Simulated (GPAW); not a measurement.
Band structure of InO (P6_3mc, 4 atoms in the cell).

```
CELL_PARAMETERS angstrom
      3.68983     0.00000     0.00000
     -1.84492     3.19549     0.00000
      0.00000     0.00000     6.08607
ATOMIC_POSITIONS crystal
  In 0.33333 0.66667 0.00075
  In 0.66667 0.33333 0.50075
  O  0.33333 0.66667 0.37426
  O  0.66667 0.33333 0.87426
```

Computed with LDA (Perdew-Wang 92), GPAW PAW datasets LDA (gpaw-data 1.0.1) (plane waves; GPAW 25.7.0).

Settings: mode = pw; ecut = 900 eV; xc = LDA; kpts = 10 10 6; mesh shift (steps) = 0 0 0; occupations.name = fermi-dirac; occupations.width = 0.1 eV; nbands = -10; symmetry.symmorphic = false; symmetry.tolerance = 0.0005; maxiter = 120; bandpath_npoints = 40.

The starting cell comes from a database of computed structures (which also holds hypothetical and non-ambient phases and stackings), without a prior relaxation at this level. The run gives no clean gap (levels at the Fermi energy touch, overlap or are partly filled at this smearing), which alone does not show that the compound is a metal.

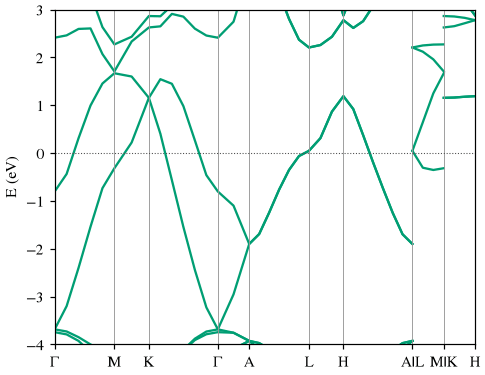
Bands along the path, energies from the Fermi level.

Levels in eV from the Fermi level, bands 16 to 23:
```json
[
 {"point": "Γ", "16": "-4.16", "17": "-3.74", "18": "-3.68", "19": "-3.68", "20": "-0.80", "21": "2.41", "22": "6.61", "23": "6.61"},
 {"point": "M", "16": "-4.99", "17": "-4.62", "18": "-4.17", "19": "-0.32", "20": "1.67", "21": "1.71", "22": "2.27", "23": "4.40"},
 {"point": "K", "16": "-5.05", "17": "-5.05", "18": "-4.86", "19": "1.16", "20": "1.16", "21": "2.63", "22": "2.87", "23": "4.42"},
 {"point": "A", "16": "-3.93", "17": "-3.93", "18": "-3.93", "19": "-1.90", "20": "-1.90", "21": "3.82", "22": "3.82", "23": "6.81"},
 {"point": "L", "16": "-4.67", "17": "-4.59", "18": "-4.59", "19": "0.05", "20": "0.05", "21": "2.21", "22": "2.21", "23": "5.32"},
 {"point": "H", "16": "-5.55", "17": "-4.48", "18": "-4.48", "19": "1.19", "20": "1.19", "21": "2.78", "22": "2.78", "23": "2.88"}
]
```

Bands cross the Fermi level along this path, so the cell is metallic at this level.
